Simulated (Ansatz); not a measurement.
# BrH3OSi + HCl: a complex and its separated parts

Aim: how far the complex at one end of a reaction step lies below its separated, relaxed parts, level by level.

Method: PBE0-D4/def2-TZVP structures, single points in def2-TZVPP, no counterpoise correction; program: Ansatz 0.2.0, Gaussian basis.

Levels: SPW92, PBE-D4, BLYP-D4, r2SCAN-D4, B97M-V, PBE0-D4, B3LYP-D4, r2SCAN0-D4, BHLYP-D4, CAM-B3LYP-D4, wB97X-V, wB97M-V, B2PLYP, PBE-QIDH, RPA on PBE, Hartree-Fock, MP2, CCSD, CCSD(T).

Correlated methods freeze the cores. Filled d shells of the heavier atoms are correlated. B3LYP uses VWN-RPA correlation. B2PLYP carries no dispersion term here.

94 further runs of the same task are left out: 94 set aside as unsound or not needed. Runs told in other sessions of the task aren't counted.

### Step 1. Starting geometry

The complex: 8 atoms, charge 0, spin multiplicity 1.

Atoms are counted from 1 here; the program's logs count them from 0.

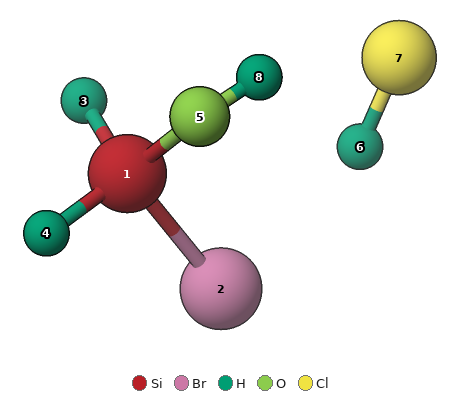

The starting geometry (silicon red, bromine pink, hydrogen teal, oxygen green, chlorine yellow); atoms are numbered from 1 in the order of the file.

As a file:

```xyz
8

Si   -0.69328   -0.71491    0.57522
Br    1.48246   -0.84209    1.12427
H    -0.84506   -1.63068   -0.57662
H    -1.46437   -1.13832    1.75747
O    -1.11678    0.81720    0.23869
H     1.84925    0.73372   -0.84228
Cl    1.44778    1.51223   -1.79301
H    -0.65990    1.26285   -0.48364
```

Its parts: BrH3OSi holds atoms 1, 2, 3, 4, 5, 8; HCl holds atoms 6, 7. Each part counts its atoms afresh in its own runs.

### Step 2. Relaxing BrH3OSi alone

File relax-a/in.yaml:

```yaml
crystal:
  periodic: [false, false, false]
  atoms:
    - {symbol: Si, position_ang: [-0.693283, -0.714915, 0.575224]}
    - {symbol: Br, position_ang: [1.482457, -0.842094, 1.124271]}
    - {symbol: H, position_ang: [-0.845064, -1.630681, -0.576623]}
    - {symbol: H, position_ang: [-1.464368, -1.138316, 1.757465]}
    - {symbol: O, position_ang: [-1.116776, 0.817205, 0.238695]}
    - {symbol: H, position_ang: [-0.659898, 1.262851, -0.483645]}
basis:
  gaussian: {orbitals: def2-TZVP}
hamiltonian: {xc: pbe0, dispersion: d4}
relax: {f_tol: 0.005, max_steps: 200}
```

The run is started by

```console
$ ansatz run in.yaml --threads 4 --pin off --events-out ev --progress --plain --max-ram 9574MiB
```

Log, cut to the lines that bear on the results:

```text
Functional definition: PBE0
  name "PBE0"
  cite "Adamo & Barone, J. Chem. Phys. 110, 6158 (1999) doi:10.1063/1.478522"
  cite "Perdew, Burke & Ernzerhof, Phys. Rev. Lett. 77, 3865 (1996) doi:10.1103/PhysRevLett.77.3865"
  parent pbe
[...]
964 factors; their error is unknown
[...]
mean field -80009.89776308 eV, -2940.3095101365 hartree, gradient 5.8e-5 eV, S^2 0.000000; 0 other end points of the search recorded, 0 dependent functions left out
[...]
reference -80009.89778939 eV, -2940.3095111036 hartree; 30, 30 occupied and 104, 104 virtual orbitals, 964 factors
[...]
reference -80009.90578625 eV, -2940.3098049829 hartree; 30, 30 occupied and 104, 104 virtual orbitals, 964 factors
Total energy: -80010.00196808 eV, -2940.3133395999 hartree
Atom 0 at    -0.673810    -0.722486     0.580871 Å, force    -0.000651    -0.000838    -0.000248 eV/Å
Atom 1 at     1.479922    -0.840141     1.119782 Å, force     0.000143     0.000330    -0.000269 eV/Å
Atom 2 at    -0.849302    -1.632328    -0.574319 Å, force     0.000154    -0.000066     0.000500 eV/Å
Atom 3 at    -1.473289    -1.129796     1.750685 Å, force    -0.000010     0.000026    -0.000088 eV/Å
Atom 4 at    -1.116558     0.810720     0.234475 Å, force     0.000069     0.000373    -0.000325 eV/Å
Atom 5 at    -0.663895     1.268082    -0.476107 Å, force     0.000295     0.000175     0.000430 eV/Å
Dipole moment:    -0.098667     0.064472    -0.277578 e Å
```

Wall time 10 s (4 threads of Arm Neoverse V1, shared host).

Relaxation path:

| step | energy from step 1 (eV) | largest force component (eV/Å) |
| --- | --- | --- |
| 1 | 0.0000 | 0.4902 |
| 2 | -0.0069 | 0.2015 |
| 3 | -0.0079 | 0.0453 |
| 4 | -0.0080 | 0.0129 |
| 5 | -0.0080 | 0.0055 |
| 6 | -0.0080 | 0.0008 |

Distances of close pairs at the start and the end, largest changes first:

| bond | before (Å) | after (Å) | change (Å) |
| --- | --- | --- | --- |
| Si1–Br2 | 2.248 | 2.223 | -0.024 |
| Si1–O5 | 1.625 | 1.633 | +0.008 |
| O5–H6 | 0.964 | 0.959 | -0.005 |
| Si1–H3 | 1.479 | 1.481 | +0.002 |
| Si1–H4 | 1.474 | 1.474 | +0.001 |

### Step 3. Relaxing HCl alone

File relax-b/in.yaml:

```yaml
crystal:
  periodic: [false, false, false]
  atoms:
    - {symbol: H, position_ang: [1.849253, 0.733724, -0.842280]}
    - {symbol: Cl, position_ang: [1.447779, 1.512227, -1.793009]}
basis:
  gaussian: {orbitals: def2-TZVP}
hamiltonian: {xc: pbe0, dispersion: d4}
relax: {f_tol: 0.005, max_steps: 200}
```

The run is started by

```console
$ ansatz run in.yaml --threads 4 --pin off --events-out ev --progress --plain --max-ram 9574MiB
```

Log, cut to the lines that bear on the results:

```text
[... 5 set-up lines as earlier in the session ...]
[...]
312 factors; their error is unknown
[...]
mean field -12535.31341773 eV, -460.6642713609 hartree, gradient 4.2e-5 eV, S^2 0.000000; 0 other end points of the search recorded, 0 dependent functions left out
[...]
reference -12535.31647360 eV, -460.6643836619 hartree; 9, 9 occupied and 34, 34 virtual orbitals, 312 factors
Total energy: -12535.32105140 eV, -460.6645518933 hartree
Atom 0 at     1.847082     0.737933    -0.847421 Å, force     0.001261    -0.002446     0.002987 eV/Å
Atom 1 at     1.449950     1.508018    -1.787868 Å, force    -0.001261     0.002446    -0.002987 eV/Å
Dipole moment:     0.081551    -0.158136     0.193120 e Å
```

Wall time 0.55 s (4 threads of Arm Neoverse V1, shared host).

Step by step:

| step | energy from step 1 (eV) | largest force component (eV/Å) |
| --- | --- | --- |
| 1 | 0.0000 | 0.3177 |
| 2 | -0.0025 | 0.1298 |
| 3 | -0.0030 | 0.0030 |

The bond:

| bond | before (Å) | after (Å) | change (Å) |
| --- | --- | --- | --- |
| H1–Cl2 | 1.293 | 1.279 | -0.014 |

### Step 4. SPW92/def2-TZVPP

File parta/in.yaml:

```yaml
crystal:
  periodic: [false, false, false]
  atoms:
    - {symbol: Si, position_ang: [-0.673810, -0.722486, 0.580871]}
    - {symbol: Br, position_ang: [1.479922, -0.840141, 1.119782]}
    - {symbol: H, position_ang: [-0.849302, -1.632328, -0.574319]}
    - {symbol: H, position_ang: [-1.473289, -1.129796, 1.750685]}
    - {symbol: O, position_ang: [-1.116558, 0.810720, 0.234475]}
    - {symbol: H, position_ang: [-0.663895, 1.268082, -0.476107]}
basis:
  gaussian: {orbitals: def2-TZVPP}
hamiltonian: {xc: lda}
```

File partb/in.yaml:

```yaml
crystal:
  periodic: [false, false, false]
  atoms:
    - {symbol: H, position_ang: [1.847082, 0.737933, -0.847421]}
    - {symbol: Cl, position_ang: [1.449950, 1.508018, -1.787868]}
basis:
  gaussian: {orbitals: def2-TZVPP}
hamiltonian: {xc: lda}
```

Each run has its own folder and the same command.

The run is started by

```console
$ ansatz run in.yaml --threads 4 --pin off --events-out ev --progress --plain --max-ram 9574MiB
```

Output in parta, cut to the lines that bear on the results:

```text
Functional definition: SPW92
  name "SPW92"
  cite "Dirac, Proc. Camb. Phil. Soc. 26, 376 (1930) doi:10.1017/S0305004100016108"
  cite "Slater, Phys. Rev. 81, 385 (1951) doi:10.1103/PhysRev.81.385"
  cite "Perdew & Wang, Phys. Rev. B 45, 13244 (1992) doi:10.1103/PhysRevB.45.13244"
[...]
992 factors; their error is unknown
[...]
mean field -79879.97942663 eV, -2935.5350993338 hartree, gradient 8.5e-5 eV, S^2 0.000000; 0 other end points of the search recorded, 0 dependent functions left out
reference -79879.97945902 eV, -2935.5351005244 hartree; 30, 30 occupied and 133, 133 virtual orbitals, 992 factors
Total energy: -79879.97945902 eV, -2935.5351005244 hartree
```

Log of partb, cut to the lines that bear on the results:

```text
[... 5 set-up lines as earlier in the session ...]
[...]
353 factors; their error is unknown
[...]
mean field -12498.56383626 eV, -459.3137491517 hartree, gradient 5.6e-5 eV, S^2 0.000000; 0 other end points of the search recorded, 0 dependent functions left out
reference -12498.56385567 eV, -459.3137498650 hartree; 9, 9 occupied and 47, 47 virtual orbitals, 353 factors
Total energy: -12498.56385567 eV, -459.3137498650 hartree
```

They took 0.55 s (parta), 0.15 s (partb) on 4 threads of Arm Neoverse V1, shared host.

### Step 5. PBE-D4/def2-TZVPP

Each input of step 4 (parta, partb) changes in the same lines:

```diff
-hamiltonian: {xc: lda}
+hamiltonian: {xc: pbe, dispersion: d4}
```

Each run has its own folder and the same command.

The run is started by

```console
$ ansatz run in.yaml --threads 4 --pin off --events-out ev --progress --plain --max-ram 9574MiB
```

parta printed, cut to the lines that bear on the results:

```text
Functional definition: PBE
  name "PBE"
[... 2 set-up lines as earlier in the session ...]
[...]
992 factors; their error is unknown
[...]
mean field -80006.66653073 eV, -2940.1907645381 hartree, gradient 1.2e-5 eV, S^2 0.000000; 0 other end points of the search recorded, 0 dependent functions left out
reference -80006.66656556 eV, -2940.1907658179 hartree; 30, 30 occupied and 133, 133 virtual orbitals, 992 factors
Total energy: -80006.78099551 eV, -2940.1949710411 hartree
```

Output in partb, cut to the lines that bear on the results:

```text
[... 4 set-up lines as earlier in the session ...]
[...]
353 factors; their error is unknown
[...]
mean field -12534.30959674 eV, -460.6273816201 hartree, gradient 8.1e-5 eV, S^2 0.000000; 0 other end points of the search recorded, 0 dependent functions left out
reference -12534.30961765 eV, -460.6273823883 hartree; 9, 9 occupied and 47, 47 virtual orbitals, 353 factors
Total energy: -12534.31527869 eV, -460.6275904278 hartree
```

Wall times: 1 s (parta), 0.15 s (partb) on 4 threads of Arm Neoverse V1, shared host.

### Step 6. BLYP-D4/def2-TZVPP

Each input of step 5 (parta, partb) changes in the same lines:

```diff
-hamiltonian: {xc: pbe, dispersion: d4}
+hamiltonian: {xc: {name: BLYP}, dispersion: d4}
```

One command serves all of them, each in its own folder.

The run is started by

```console
$ ansatz run in.yaml --threads 4 --pin off --events-out ev --progress --plain --max-ram 9574MiB
```

Log of parta, cut to the lines that bear on the results:

```text
Functional definition: BLYP
  name "BLYP"
  cite "Becke, Phys. Rev. A 38, 3098 (1988) doi:10.1103/PhysRevA.38.3098"
  cite "Lee, Yang & Parr, Phys. Rev. B 37, 785 (1988) doi:10.1103/PhysRevB.37.785"
[...]
992 factors; their error is unknown
[...]
mean field -80023.75640216 eV, -2940.8188057293 hartree, gradient 1.6e-5 eV, S^2 0.000000; 0 other end points of the search recorded, 0 dependent functions left out
reference -80023.75670680 eV, -2940.8188169243 hartree; 30, 30 occupied and 133, 133 virtual orbitals, 992 factors
Total energy: -80024.00875741 eV, -2940.8280796136 hartree
```

Output in partb, cut to the lines that bear on the results:

```text
[... 4 set-up lines as earlier in the session ...]
[...]
353 factors; their error is unknown
[...]
mean field -12539.38856863 eV, -460.8140303942 hartree, gradient 4.5e-5 eV, S^2 0.000000; 0 other end points of the search recorded, 0 dependent functions left out
reference -12539.38877294 eV, -460.8140379027 hartree; 9, 9 occupied and 47, 47 virtual orbitals, 353 factors
Total energy: -12539.40226181 eV, -460.8145336092 hartree
```

Wall times: 0.95 s (parta), 0.15 s (partb) on 4 threads of Arm Neoverse V1, shared host.

### Step 7. r2SCAN-D4/def2-TZVPP

Each input of step 6 (parta, partb) changes in the same lines:

```diff
-hamiltonian: {xc: {name: BLYP}, dispersion: d4}
+hamiltonian: {xc: r2scan, dispersion: d4}
```

Each run has its own folder and the same command.

The run is started by

```console
$ ansatz run in.yaml --threads 4 --pin off --events-out ev --progress --plain --max-ram 9574MiB
```

Output in parta, cut to the lines that bear on the results:

```text
Functional definition: r2SCAN
  name "r2SCAN"
  cite "Furness, Kaplan, Ning, Perdew & Sun, J. Phys. Chem. Lett. 11, 8208 (2020) doi:10.1021/acs.jpclett.0c02405"
  cite "Furness, Kaplan, Ning, Perdew & Sun, J. Phys. Chem. Lett. 11, 9248 (2020) doi:10.1021/acs.jpclett.0c03077"
  parent r2scan
[...]
992 factors; their error is unknown
[...]
mean field -80021.50220046 eV, -2940.7359653446 hartree, gradient 6.8e-5 eV, S^2 0.000000; 0 other end points of the search recorded, 0 dependent functions left out
reference -80021.50221031 eV, -2940.7359657066 hartree; 30, 30 occupied and 133, 133 virtual orbitals, 992 factors
Total energy: -80021.52726283 eV, -2940.7368863697 hartree
```

partb printed, cut to the lines that bear on the results:

```text
[... 5 set-up lines as earlier in the session ...]
[...]
353 factors; their error is unknown
[...]
mean field -12538.62224968 eV, -460.7858686922 hartree, gradient 3.1e-5 eV, S^2 0.000000; 0 other end points of the search recorded, 0 dependent functions left out
reference -12538.62225501 eV, -460.7858688880 hartree; 9, 9 occupied and 47, 47 virtual orbitals, 353 factors
Total energy: -12538.62352093 eV, -460.7859154098 hartree
```

They took 2.3 s (parta), 0.45 s (partb) on 4 threads of Arm Neoverse V1, shared host.

### Step 8. B97M-V/def2-TZVPP

Each input of step 7 (parta, partb) changes in the same lines:

```diff
-hamiltonian: {xc: r2scan, dispersion: d4}
+hamiltonian: {xc: {name: B97M-V}}
```

One command serves all of them, each in its own folder.

The run is started by

```console
$ ansatz run in.yaml --threads 4 --pin off --events-out ev --progress --plain --max-ram 9574MiB
```

Output in parta, cut to the lines that bear on the results:

```text
Functional definition: B97M-V
  name "B97M-V"
  cite "Mardirossian & Head-Gordon, J. Chem. Phys. 142, 074111 (2015) doi:10.1063/1.4907719"
  cite "Becke, J. Chem. Phys. 107, 8554 (1997) doi:10.1063/1.475007"
  cite "Vydrov & Van Voorhis, J. Chem. Phys. 133, 244103 (2010) doi:10.1063/1.3521275"
  # Of w^i u^j: cxij and so on, Table III.
[...]
  gx(w, u) = cx00 + cx01*u + cx02*u^2 + (cx10 + cx11*u)*w
[...]
  gos(w, u) = cos00 + cos01*u + cos03*u^3 + cos10*w + cos32*w^3*u^2
[...]
      + integral(e_c_pw_mod_opposite_spin*gos(b97_w_opposite, b97_u_opposite)) + vv10(b, c)
992 factors; their error is unknown
[...]
mean field -80008.34824459 eV, -2940.2525663824 hartree, gradient 6.0e-5 eV, S^2 0.000000; 0 other end points of the search recorded, 0 dependent functions left out
reference -80008.34829514 eV, -2940.2525682400 hartree; 30, 30 occupied and 133, 133 virtual orbitals, 992 factors
Total energy: -80008.34829514 eV, -2940.2525682400 hartree
```

Log of partb, cut to the lines that bear on the results:

```text
[... 5 set-up lines as earlier in the session ...]
  # Of w^i u^j: cxij and so on, Table III.
[...]
  gx(w, u) = cx00 + cx01*u + cx02*u^2 + (cx10 + cx11*u)*w
[...]
  gos(w, u) = cos00 + cos01*u + cos03*u^3 + cos10*w + cos32*w^3*u^2
[...]
      + integral(e_c_pw_mod_opposite_spin*gos(b97_w_opposite, b97_u_opposite)) + vv10(b, c)
353 factors; their error is unknown
[...]
mean field -12536.22650531 eV, -460.6978267105 hartree, gradient 1.2e-5 eV, S^2 0.000000; 0 other end points of the search recorded, 0 dependent functions left out
reference -12536.22653343 eV, -460.6978277441 hartree; 9, 9 occupied and 47, 47 virtual orbitals, 353 factors
Total energy: -12536.22653343 eV, -460.6978277441 hartree
```

Wall times: 4.1 s (parta), 0.45 s (partb) on 4 threads of Arm Neoverse V1, shared host.

### Step 9. PBE0-D4/def2-TZVPP

The same edit goes into each in.yaml of step 8 (parta, partb):

```diff
-hamiltonian: {xc: {name: B97M-V}}
+hamiltonian: {xc: pbe0, dispersion: d4}
+output: {orbitals: {seedname: orbitals}}
```

Each run has its own folder and the same command.

The run is started by

```console
$ ansatz run in.yaml --threads 4 --pin off --events-out ev --progress --plain --max-ram 9574MiB
```

Log of parta, cut to the lines that bear on the results:

```text
[... 5 set-up lines as earlier in the session ...]
[...]
1032 factors; their error is unknown
[...]
mean field -80009.96063200 eV, -2940.3118205269 hartree, gradient 3.6e-5 eV, S^2 0.000000; 0 other end points of the search recorded, 0 dependent functions left out
reference -80009.96065820 eV, -2940.3118214897 hartree; 30, 30 occupied and 133, 133 virtual orbitals, 1032 factors
Total energy: -80010.05684003 eV, -2940.3153561067 hartree
```

Log of partb, cut to the lines that bear on the results:

```text
[... 5 set-up lines as earlier in the session ...]
[...]
384 factors; their error is unknown
[...]
mean field -12535.34597896 eV, -460.6654679640 hartree, gradient 3.7e-5 eV, S^2 0.000000; 0 other end points of the search recorded, 0 dependent functions left out
reference -12535.34599460 eV, -460.6654685389 hartree; 9, 9 occupied and 47, 47 virtual orbitals, 384 factors
Total energy: -12535.35057241 eV, -460.6656367702 hartree
```

Times: 1.3 s (parta), 0.15 s (partb) on 4 threads of Arm Neoverse V1, shared host.

### Step 10. B3LYP-D4/def2-TZVPP

Each input of step 9 (parta, partb) changes in the same lines:

```diff
-hamiltonian: {xc: pbe0, dispersion: d4}
-output: {orbitals: {seedname: orbitals}}
+hamiltonian: {xc: {name: B3LYP}, dispersion: d4}
```

The same command starts each run, in its folder.

The run is started by

```console
$ ansatz run in.yaml --threads 4 --pin off --events-out ev --progress --plain --max-ram 9574MiB
```

Log of parta, cut to the lines that bear on the results:

```text
Functional definition: B3LYP
  name "B3LYP"
  cite "Stephens, Devlin, Chabalowski & Frisch, J. Phys. Chem. 98, 11623 (1994) doi:10.1021/j100096a001"
[... 2 set-up lines as earlier in the session ...]
  cite "Vosko, Wilk & Nusair, Can. J. Phys. 58, 1200 (1980) doi:10.1139/p80-159"
[...]
1032 factors; their error is unknown
[...]
mean field -80025.03601358 eV, -2940.8658305813 hartree, gradient 3.1e-5 eV, S^2 0.000000; 0 other end points of the search recorded, 0 dependent functions left out
reference -80025.03624198 eV, -2940.8658389752 hartree; 30, 30 occupied and 133, 133 virtual orbitals, 1032 factors
Total energy: -80025.22438296 eV, -2940.8727530284 hartree
```

Output in partb, cut to the lines that bear on the results:

```text
[... 6 set-up lines as earlier in the session ...]
[...]
372 factors; their error is unknown
[...]
mean field -12539.99362625 eV, -460.8362658516 hartree, gradient 4.5e-5 eV, S^2 0.000000; 0 other end points of the search recorded, 0 dependent functions left out
reference -12539.99377830 eV, -460.8362714394 hartree; 9, 9 occupied and 47, 47 virtual orbitals, 372 factors
Total energy: -12540.00296472 eV, -460.8366090342 hartree
```

Times: 1.4 s (parta), 0.2 s (partb) on 4 threads of Arm Neoverse V1, shared host.

### Step 11. r2SCAN0-D4/def2-TZVPP

The same edit goes into each in.yaml of step 10 (parta, partb):

```diff
-hamiltonian: {xc: {name: B3LYP}, dispersion: d4}
+hamiltonian: {xc: {name: r2SCAN0}, dispersion: d4}
```

Each run has its own folder and the same command.

The run is started by

```console
$ ansatz run in.yaml --threads 4 --pin off --events-out ev --progress --plain --max-ram 9574MiB
```

Output in parta, cut to the lines that bear on the results:

```text
Functional definition: r2SCAN0
  name "r2SCAN0"
  cite "Bursch, Neugebauer, Ehlert & Grimme, J. Chem. Phys. 156, 134105 (2022) doi:10.1063/5.0086040"
[... 3 set-up lines as earlier in the session ...]
[...]
1032 factors; their error is unknown
[...]
mean field -80021.09298315 eV, -2940.7209268859 hartree, gradient 2.7e-5 eV, S^2 0.000000; 0 other end points of the search recorded, 0 dependent functions left out
reference -80021.09299099 eV, -2940.7209271738 hartree; 30, 30 occupied and 133, 133 virtual orbitals, 1032 factors
Total energy: -80021.12342959 eV, -2940.7220457718 hartree
```

Log of partb, cut to the lines that bear on the results:

```text
[... 6 set-up lines as earlier in the session ...]
[...]
384 factors; their error is unknown
[...]
mean field -12538.53749617 eV, -460.7827540584 hartree, gradient 4.5e-6 eV, S^2 0.000000; 0 other end points of the search recorded, 0 dependent functions left out
reference -12538.53750043 eV, -460.7827542147 hartree; 9, 9 occupied and 47, 47 virtual orbitals, 384 factors
Total energy: -12538.53895392 eV, -460.7828076295 hartree
```

Wall times: 2.7 s (parta), 0.5 s (partb) on 4 threads of Arm Neoverse V1, shared host.

### Step 12. BHLYP-D4/def2-TZVPP

Each input of step 11 (parta, partb) changes in the same lines:

```diff
-hamiltonian: {xc: {name: r2SCAN0}, dispersion: d4}
+hamiltonian: {xc: {name: BHLYP}, dispersion: d4}
```

Each run has its own folder and the same command.

The run is started by

```console
$ ansatz run in.yaml --threads 4 --pin off --events-out ev --progress --plain --max-ram 9574MiB
```

parta printed, cut to the lines that bear on the results:

```text
Functional definition: BHLYP
  name "BHLYP"
  cite "Becke, J. Chem. Phys. 98, 1372 (1993) doi:10.1063/1.464304"
[... 2 set-up lines as earlier in the session ...]
[...]
1119 factors; their error is unknown
[...]
mean field -80022.46441069 eV, -2940.7713259185 hartree, gradient 1.3e-5 eV, S^2 0.000000; 0 other end points of the search recorded, 0 dependent functions left out
reference -80022.46456608 eV, -2940.7713316288 hartree; 30, 30 occupied and 133, 133 virtual orbitals, 1119 factors
Total energy: -80022.62121081 eV, -2940.7770882165 hartree
```

partb printed, cut to the lines that bear on the results:

```text
[... 5 set-up lines as earlier in the session ...]
[...]
403 factors; their error is unknown
[...]
mean field -12539.47118740 eV, -460.8170665781 hartree, gradient 2.7e-5 eV, S^2 0.000000; 0 other end points of the search recorded, 0 dependent functions left out
reference -12539.47129090 eV, -460.8170703815 hartree; 9, 9 occupied and 47, 47 virtual orbitals, 403 factors
Total energy: -12539.47733718 eV, -460.8172925783 hartree
```

Times: 1.5 s (parta), 0.2 s (partb) on 4 threads of Arm Neoverse V1, shared host.

[end of part 1 of 2]
